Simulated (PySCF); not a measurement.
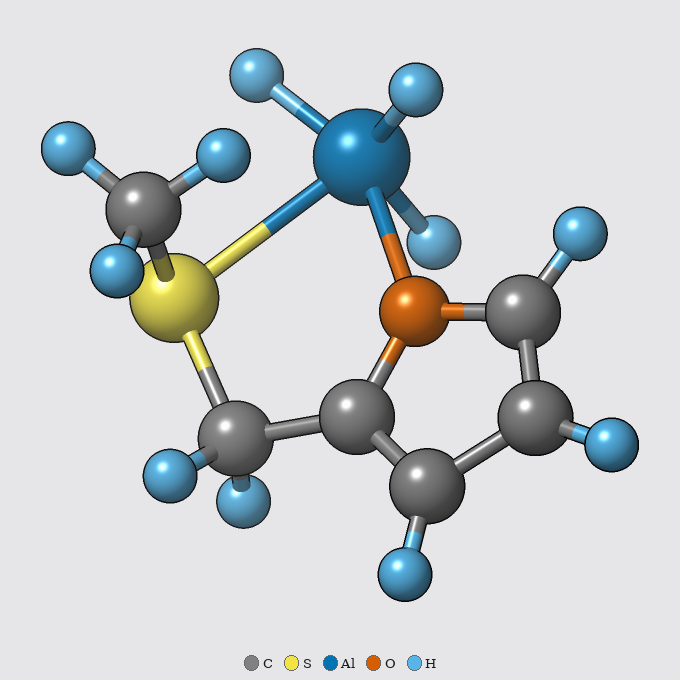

Computed geometry: GFN2-xTB optimisation. No frequency run is at hand to confirm it as a minimum. Level of theory: PBE0/pcSseg-1, gas phase (PySCF 2.14.0).

Computed properties:

The species is C₆H₁₁AlOS.
- dipole moment: 5.86 D
- HOMO energy (Kohn–Sham orbital): −6.70 eV
- LUMO energy (Kohn–Sham orbital): −0.41 eV
- HOMO–LUMO gap: 6.29 eV

The geometry is semi-empirical. Around Al such bond lengths and angles can be off by a tenth of an ångström or more and by several degrees, and values that hang on the shape move with them.
